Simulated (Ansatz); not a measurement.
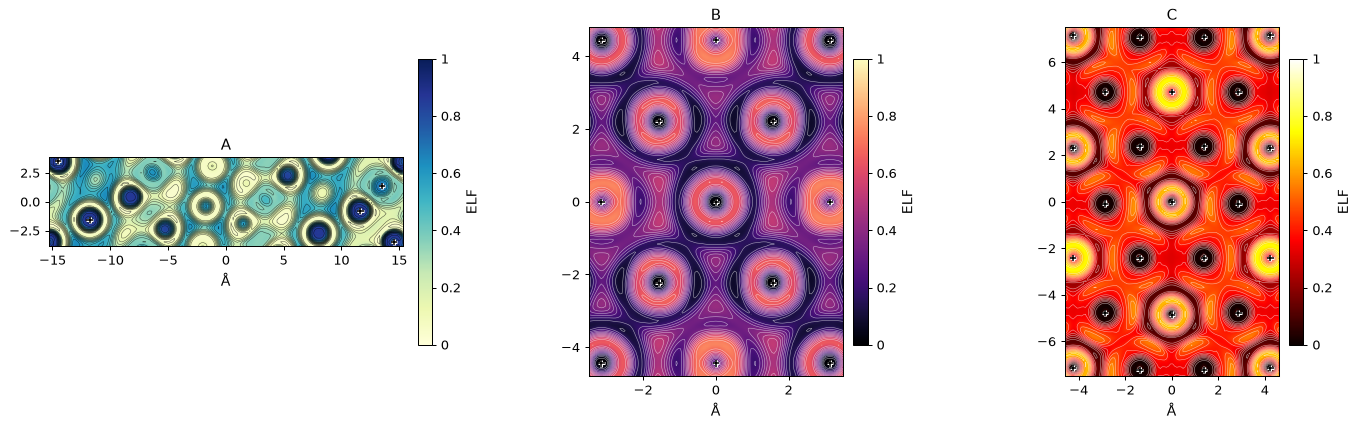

The electron localisation function of 3 systems, each on a plane through atoms (crosses mark nuclei in the plane).

Theory: Ansatz 0.2.0, DFT PBE, scalar-relativistic, plane waves, PAW.

System 1: Ca₃Pt, the (111) plane of the conventional cell. Space group R-3m; a structure generated by program, which may or may not match a known phase.

System 2: Ti₅Re₃, the (101) plane of the conventional cell. Space group Im-3m; a structure generated by program, which may or may not match a known phase; the program warned that a starting moment wasn't kept; spin-polarised, but the moments vanished.

System 3: Ti₂Ge₆Mo, the (100) plane of the conventional cell. Space group Fmmm; a structure generated by program, which may or may not match a known phase; computed without spin polarisation.

```cif
data_structure
_symmetry_space_group_name_H-M 'P 1'
_symmetry_Int_Tables_number 1
_cell_length_a 4.7434
_cell_length_b 8.4848
_cell_length_c 14.2845
_cell_angle_alpha 90.000
_cell_angle_beta 90.000
_cell_angle_gamma 90.000
_cell_volume 574.91
loop_
_atom_site_label
_atom_site_type_symbol
_atom_site_fract_x
_atom_site_fract_y
_atom_site_fract_z
_atom_site_occupancy
Ti1 Ti 0.50000 0.00000 0.16969 1
Ti2 Ti 0.00000 0.50000 0.16969 1
Ti3 Ti 0.00000 0.00000 0.66969 1
Ti4 Ti 0.50000 0.50000 0.66969 1
Ti5 Ti 0.00000 0.00000 0.33031 1
Ti6 Ti 0.50000 0.50000 0.33031 1
Ti7 Ti 0.50000 0.00000 0.83031 1
Ti8 Ti 0.00000 0.50000 0.83031 1
Ge1 Ge 0.50000 0.33770 0.16418 1
Ge2 Ge 0.00000 0.83770 0.16418 1
Ge3 Ge 0.00000 0.33770 0.66418 1
Ge4 Ge 0.50000 0.83770 0.66418 1
Ge5 Ge 0.00000 0.33788 0.00000 1
Ge6 Ge 0.50000 0.83788 0.00000 1
Ge7 Ge 0.50000 0.33788 0.50000 1
Ge8 Ge 0.00000 0.83788 0.50000 1
Ge9 Ge 0.00000 0.33770 0.33582 1
Ge10 Ge 0.50000 0.83770 0.33582 1
Ge11 Ge 0.50000 0.33770 0.83582 1
Ge12 Ge 0.00000 0.83770 0.83582 1
Ge13 Ge 0.00000 0.16230 0.16418 1
Ge14 Ge 0.50000 0.66230 0.16418 1
Ge15 Ge 0.50000 0.16230 0.66418 1
Ge16 Ge 0.00000 0.66230 0.66418 1
Ge17 Ge 0.50000 0.16212 0.00000 1
Ge18 Ge 0.00000 0.66212 0.00000 1
Ge19 Ge 0.00000 0.16212 0.50000 1
Ge20 Ge 0.50000 0.66212 0.50000 1
Ge21 Ge 0.50000 0.16230 0.33582 1
Ge22 Ge 0.00000 0.66230 0.33582 1
Ge23 Ge 0.00000 0.16230 0.83582 1
Ge24 Ge 0.50000 0.66230 0.83582 1
Mo1 Mo 0.00000 0.00000 0.00000 1
Mo2 Mo 0.50000 0.50000 0.00000 1
Mo3 Mo 0.50000 0.00000 0.50000 1
Mo4 Mo 0.00000 0.50000 0.50000 1
```

### Which map belongs to which system?

Panel A is system 1, Ca₃Pt: the plane holds Ca and Pt. Ca–Pt (2.85 Å): the ELF is about 0.25 at the midpoint (no shared electron pair shows on this line). Panel B is system 2, Ti₅Re₃: the plane holds Ti and Re. Ti–Ti (2.72 Å): the ELF is about 0.15 at the midpoint; no localised pair shows between them. Panel C is system 3, Ti₂Ge₆Mo: the plane holds Ti, Ge and Mo. Ge–Mo (2.72 Å): the ELF is about 0.40 at the midpoint.
